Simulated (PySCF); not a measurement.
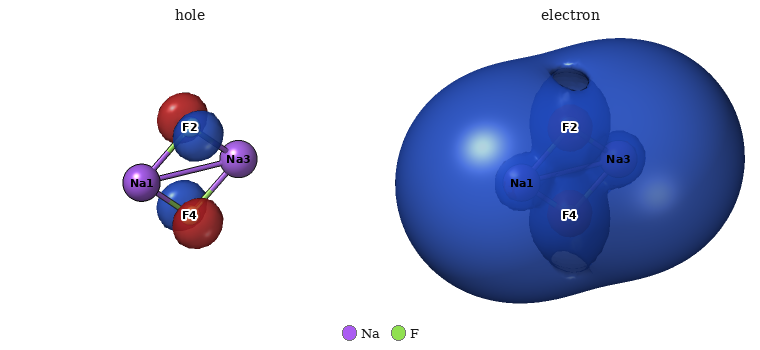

*(NaF)2 ring (F2Na2). Leading natural transition orbital pair of T₂ (TDA triplet states); the surfaces enclose about 78 % of each orbital's density.*

Method: ωB97X/def2-SVP; geometry: GFN2-xTB; program: PySCF. This is a single-reference result, which may miss multireference character in this system. No frequency check shows the geometry to be a minimum. GFN2-xTB bond lengths at metals and heavier atoms can be off by up to 0.1 Å and shapes distorted, which carries into these values. Without diffuse functions Rydberg states are missing, so the states' numbers hold for this basis only.

Input

```python
import numpy as np
from pyscf import gto, scf, dft, tdscf
from pyscf.scf import atom_ks, atom_hf
from scipy.linalg import block_diag

def solve(mol, dm0=None, hcore=None):
    mf = (dft.UKS if mol.spin else dft.RKS)(mol, xc='wb97x')
    mf.grids.level = 3
    mf = mf.density_fit(auxbasis='def2-universal-jkfit')
    mf.conv_tol, mf.max_cycle = 1e-8, 80
    if hcore is not None:
        mf.get_hcore = lambda *args: hcore
    mf.kernel(dm0)
    if not mf.converged:
        mf = mf.newton().run(mf.mo_coeff, mf.mo_occ, max_cycle=30)
    assert mf.converged, 'SCF not converged'
    return mf

mol = gto.M(atom='''
Na     1.36890    -0.00115     0.00000
F     -0.00146    -1.31859     0.00000
Na    -1.36890     0.00115     0.00000
F      0.00146     1.31859     0.00000
''', basis='def2-svp', charge=0, spin=0, verbose=4)
mf = solve(mol)
td = mf.TDA()
td.nstates, td.singlet, td.conv_tol = 5, False, 1e-5
td.kernel()
td.analyze()
x, y = np.array([p[0] for p in td.xy]), np.array([p[1] + 0 * p[0] for p in td.xy])
f, mu = np.zeros(len(td.e)), np.zeros((len(td.e), 3))
nto = [td.get_nto(state=i + 1, verbose=4) for i in range(len(td.e))]
# spherically averaged free atoms, for the promolecule
atm = atom_ks.get_atm_nrks(mol, xc='wb97x')
pro = block_diag(*[(atm[a[0]][2] * atm[a[0]][3]) @ atm[a[0]][2].T for a in mol._atom])
np.savez('result.npz', e=td.e, f=f, ok=td.converged, w=[n[0] for n in nto], nto=[n[1] for n in nto], x=x, y=y, c=mf.mo_coeff, occ=mf.mo_occ, eps=mf.mo_energy, pro=pro, mu=mu)
```

Command:

```sh
OMP_NUM_THREADS=1 python input.py
```

The run took 45 s on 1 thread of Arm Neoverse V2, on a shared host, peak memory 0.35 GiB.

Where does the state lie, and where do hole and electron sit?

6.60 eV (188 nm), spin-forbidden from the singlet ground state, partly diffuse acceptor orbital, which a basis without diffuse functions describes poorly; the leading pair carries 95 %; hole on F2 and F4 (47 % each), electron on Na1 and Na3 (47 % each) (atom shares of so diffuse an orbital are rough); their centroids lie 0.0 Å apart. In canonical orbitals it is mainly HOMO−1 → LUMO (91 %). The HOMO–LUMO gap is 10.61 eV.
